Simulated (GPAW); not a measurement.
Consider MgNi3C (Pm-3m).

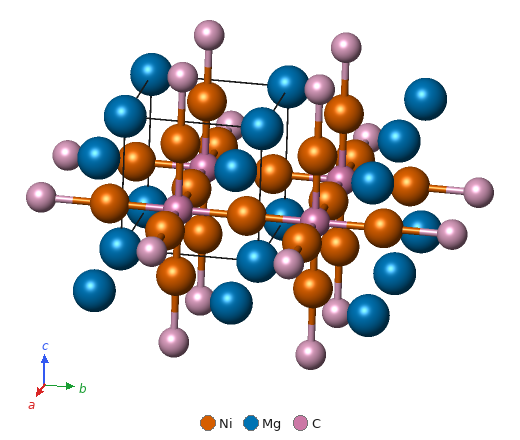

The structure (nickel orange, magnesium blue, carbon pink). 2×2×1 cells are drawn. Some periodic images of atoms are drawn too.

```
Ni Mg C
1.0
     3.80890    0.00000    0.00000
     0.00000    3.80890    0.00000
     0.00000    0.00000    3.80890
Ni Mg C
3 1 1
Direct
  0.50000 0.50000 0.00000
  0.50000 0.00000 0.50000
  0.00000 0.50000 0.50000
  0.00000 0.00000 0.00000
  0.50000 0.50000 0.50000
```

Absorber: atom 4, with 12 Ni at 2.69 Å (cuboctahedral, site symmetry m-3m). Method: GPAW, LDA, excited-electron core hole (neutral cell), 10-atom cell with 5.4 Å between holes, 7×7×7 k points, dipole transitions, Gaussian full width 0.9 eV up to 4 eV, rising linearly to 3.5 eV at 25 eV.

**Question.** Where do the maxima of the Mg K edge fall?

Main maxima up to 24 eV above the zero (height): 3.7 eV (2.09), 9.6 eV (0.78) and 15.7 eV (1.78). A K edge sees empty p states on the absorber. The total-energy difference is 1293.95 eV. The tabulated edge of the element is 1303 eV. The functional leaves an error in such absolute values: in the free atom LDA prices this hole 6.5 eV below PBE (computed apart), and PBE is itself good to a few eV.

The Mg K spectrum (energy from the lowest empty level; intensity scaled to a mean of 1 over the first 20 eV):

| E (eV) | intensity |
| --- | --- |
| -2.0 | 0.00 |
| -0.5 | 0.02 |
| 1.0 | 0.19 |
| 2.5 | 0.93 |
| 4.0 | 1.99 |
| 5.5 | 1.01 |
| 7.0 | 0.53 |
| 8.5 | 0.63 |
| 10.0 | 0.76 |
| 11.5 | 0.76 |
| 13.0 | 0.91 |
| 14.5 | 1.45 |
| 16.0 | 1.76 |
| 17.5 | 1.24 |
| 19.0 | 0.95 |
| 20.5 | 0.74 |
| 22.0 | 0.59 |
| 23.5 | 0.53 |
| 25.0 | 0.44 |
| 26.5 | 0.38 |
| 28.0 | 0.36 |
| 29.5 | 0.33 |
| 31.0 | 0.33 |

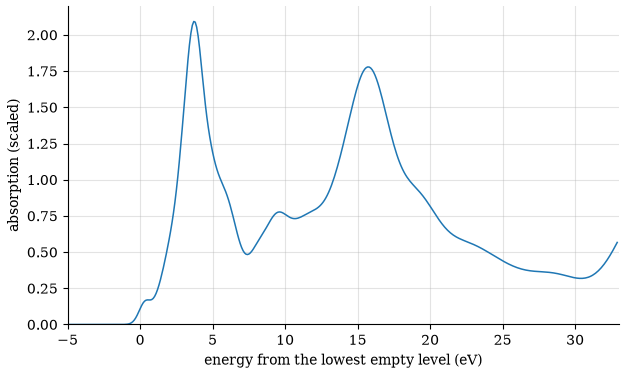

The Mg K edge.

The hole lies in one spin channel, while the script sums the empty states of both and takes the lower zero; where the two channels are split, this blurs and shifts the curve. The starting moments shrank to 0.00 μB or less, so this is hardly a magnetic state. The holes are only 5.4 Å apart, so the shape is probably not converged with cell size; no larger cell was run here. The mesh is coarse (0.24 Å⁻¹ between points), so small maxima may be mesh ripples. The structure is a published determination, not relaxed.

[Banner, clock and machine lines of the logs are left out without a mark of their own.]

[Logs are printed without paths, hosts, clocks, repeated set-up lines and the standing remarks that a program may print on its own settings, such as how far it seeks lower states.]

[Hosts, paths, dates, database ids (printed as entryN), source tags and the programs' standing remarks are cut or masked in the printed files.]

[Lists of maxima count a maximum above −3 eV only where it reaches 4 % of the highest in the window and stands out from its surroundings by 2 % of it (1.5 % where it reaches 55 %); shoulders and weaker maxima are passed over, and of the rest the first, up to two pre-edge ones and the few strongest are named.]
